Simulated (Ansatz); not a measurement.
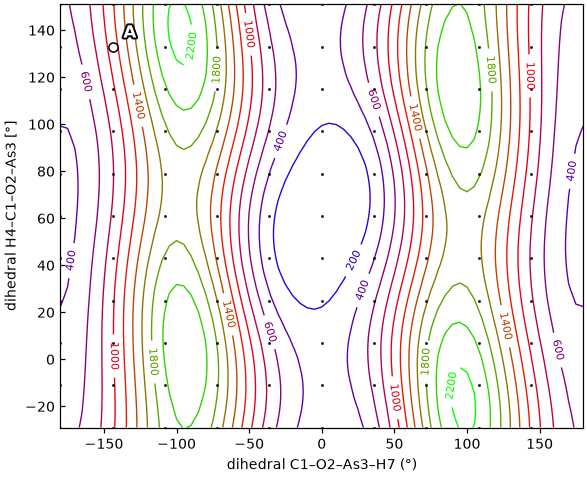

CH₄AsO, SMILES CO[AsH], spin multiplicity 2. Coordinates scanned: (1) dihedral C1–O2–As3–H7; (2) dihedral H4–C1–O2–As3. Nothing is relaxed (all other coordinates rigid). Grid: 10 × 11 points. All energies are given in cm⁻¹ relative to the relaxed molecule at the same level. The calculation used Ansatz 0.2.0, UKS PBE-D4/def2-TZVP.

In the figure: contour lines labelled in cm⁻¹ (none above 2200), dots at the grid points, the point A. Between grid points the surface is interpolated.

Q: Which way does the force act at A, and how strong is it?

A: A, at dihedral C1–O2–As3–H7 = −144°, dihedral H4–C1–O2–As3 = 133°, is not a stationary point. The computed force is 29 cm⁻¹ for each degree towards smaller values of dihedral C1–O2–As3–H7 and 6.4 cm⁻¹ for each degree towards smaller values of dihedral H4–C1–O2–As3.
